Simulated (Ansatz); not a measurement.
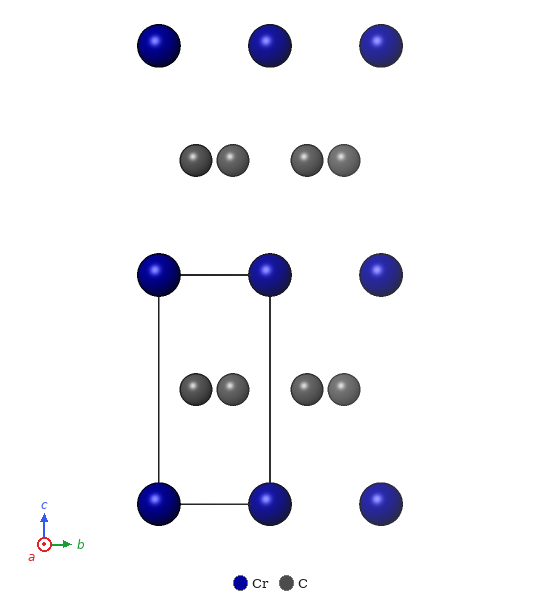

The picture looks along a close-packed row of the hexagonal mesh; c points upwards. Every atom sits on one of the three columns of the mesh; call them A, B, C in the order in which they first turn up. The sequence starts with the first layer at or above the cell's origin.

The compound is CrC2 (space group P6/mmm, No. 191), taken as coordinates from a relaxation at fixed volume with DFT PBEsol, scalar-relativistic, plane waves, PAW (Ansatz); the starting structure was generated, so it need not be a known form of this composition.

Question: Read off the stacking sequence over one period.

Answer: Cr(A) – C(B)+C(C) (two layers in 4.45 Å).
